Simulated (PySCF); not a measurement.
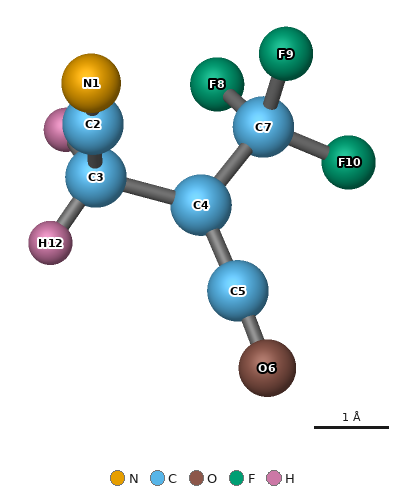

*The structure as given in the input (ball-and-stick view, seen at a tilt; atoms are numbered from 1 in the order of the input).*

Bond lengths as drawn: C–C 1.30 to 1.52 Å, C–F 1.34 Å, C–H 1.09 Å, C–N 1.14 Å and C–O 1.15 Å.

## Excited-state calculation of C$_{5}$H$_{2}$F$_{3}$NO

C$_{5}$H$_{2}$F$_{3}$NO, computed with TDDFT PBE0/def2-SVPD, vertical, gas phase, core orbitals frozen in the response (PySCF 2.14.0).

The geometry comes from this level: GFN2-xTB.

## The program's output
```
coarse grid: 12080 points
cycle   1  E = -619.7974987095  dE =  1.878e+00  |g| = 1.078e+00  |ddm| = 5.864e+00
cycle   2  E = -619.0957279233  dE =  7.018e-01  |g| = 2.217e+00  |ddm| = 3.349e+00
cycle   3  E = -619.9942729541  dE = -8.985e-01  |g| = 3.743e-01  |ddm| = 2.458e+00
cycle   4  E = -620.0227414323  dE = -2.847e-02  |g| = 7.852e-02  |ddm| = 5.102e-01
cycle   5  E = -620.0238895893  dE = -1.148e-03  |g| = 1.985e-02  |ddm| = 1.453e-01
cycle   6  E = -620.0239571366  dE = -6.755e-05  |g| = 7.904e-03  |ddm| = 3.956e-02
cycle   7  E = -620.0239673662  dE = -1.023e-05  |g| = 3.575e-03  |ddm| = 1.136e-02
cycle   8  E = -620.0239699626  dE = -2.596e-06  |g| = 7.643e-04  |ddm| = 4.909e-03
final grid: 123800 points
cycle   9  E = -620.1127063360  dE = -1.977e-05  |g| = 1.138e-02  |ddm| = 8.878e-02
cycle  10  E = -620.1126161146  dE =  9.022e-05  |g| = 2.429e-02  |ddm| = 3.563e-02
cycle  11  E = -620.1127307820  dE = -1.147e-04  |g| = 2.230e-03  |ddm| = 2.522e-02
cycle  12  E = -620.1127317316  dE = -9.495e-07  |g| = 4.841e-04  |ddm| = 2.986e-03
cycle  13  E = -620.1127317644  dE = -3.282e-08  |g| = 2.721e-04  |ddm| = 7.807e-04
cycle  14  E = -620.1127317797  dE = -1.529e-08  |g| = 7.115e-05  |ddm| = 3.770e-04
cycle  15  E = -620.1127317806  dE = -9.354e-10  |g| = 1.491e-05  |ddm| = 1.048e-04
```

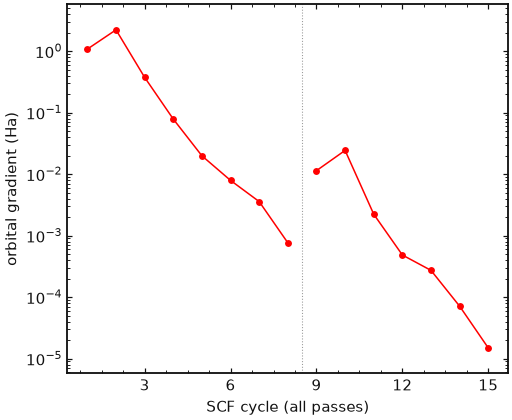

*Convergence of the self-consistent field: orbital gradient against the SCF cycle. The dotted line marks the change from a coarse to the final integration grid.*

The first 8 cycles use a coarse grid, the final grid takes over at cycle 9, and the field converges after 15 cycles in all.

```
converged SCF energy = -620.1127317806

Static polarisability (au): isotropic 65.897, principal 53.974 63.183 80.535

Singlet excitations
state   eV       nm        f      main configurations
  1   3.7580    329.9   0.00019   H->L 0.99
  2   6.4361    192.6   0.00054   H-1->L 0.97
  3   6.5982    187.9   0.01389   H-2->L 0.89, H->L+1 0.08
  4   6.8835    180.1   0.02273   H->L+1 0.55, H->L+2 0.39
  5   7.2986    169.9   0.02692   H-3->L 0.59, H->L+2 0.19, H->L+1 0.09
  6   7.3544    168.6   0.04012   H-3->L 0.40, H->L+2 0.27, H->L+1 0.12

Triplet excitations (Tamm-Dancoff, eV): 3.3661 5.3290
```

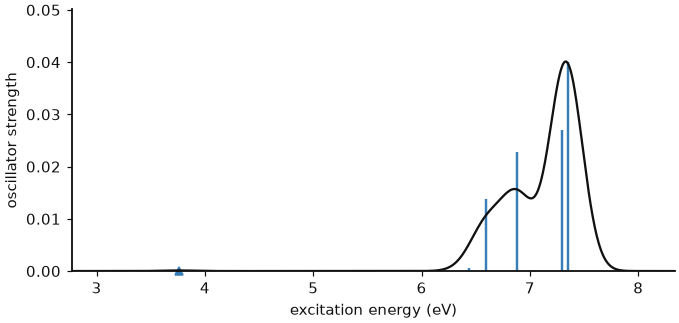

*Computed excitations as sticks (degenerate states added up, dark ones marked on the axis), with a Gaussian envelope of 0.35 eV full width at half maximum, scaled to the tallest.*

Of the 6 states the lowest lies at 3.76 eV (f = 0.000); the strongest line is at 7.35 eV, or 169 nm (f = 0.040).

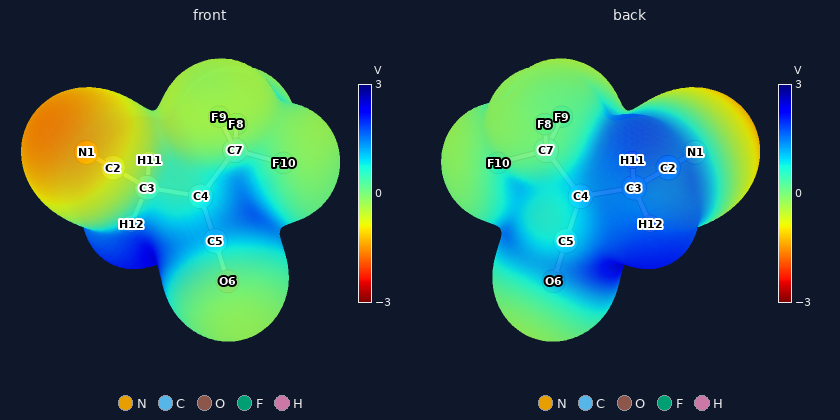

*The electrostatic potential painted on the density surface at 0.002 e/bohr³, seen face on and from behind; the colour scale runs from red (negative) to blue (positive).*

Its dipole moment is 3.66 D.

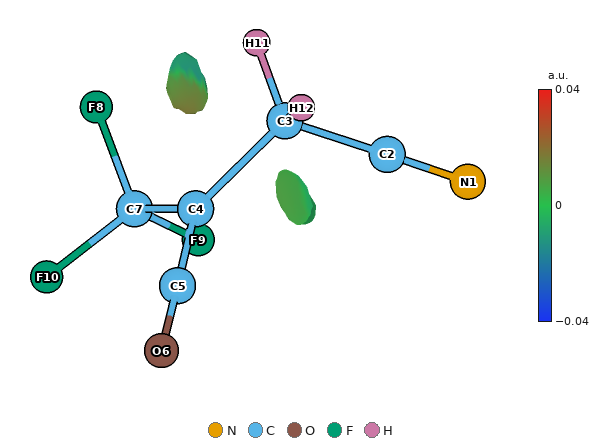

*Non-covalent interaction (NCI) plot: the surface where the reduced density gradient is 0.6, for densities under 0.05 a.u., coloured by sign(λ₂)ρ; seen at an oblique angle.*

The run was set up as follows.

## Input file
```
{"job": {"kind": "uv", "xc": "PBE0", "basis": "def2-SVPD", "nstates": 6, "ntriplets": 2}, "charge": 0, "multiplicity": 1}
N      2.470730    -1.655386     0.212998
C      1.636232    -1.096286    -0.328654
C      0.581927    -0.374161    -1.009881
C     -0.171240     0.521414    -0.038611
C      0.137499     1.778415     0.125416
O      0.409801     2.893833     0.219313
C     -1.224861    -0.129482     0.804877
F     -2.065842    -0.864738     0.058558
F     -0.716554    -0.967688     1.721231
F     -1.969609     0.762226     1.467539
H     -0.113750    -1.094269    -1.451389
H      1.026864     0.225438    -1.807424
```

The first line tells a small driver script what to run in PySCF; the rest is the geometry in Å.

Run as:
```bash
OMP_NUM_THREADS=1 python <driver script> task.json out
```

## Summary

```tsv
quantity	value
outcome	converged
total energy	−620.112732 hartree
HOMO	−8.38 eV
LUMO	−2.50 eV
dipole moment	3.66 D
mean polarisability	65.90 a.u.
lowest singlet excitation	3.76 eV
hardware	1 CPU thread, shared host
wall time	31 s
peak memory	0.93 GiB
```
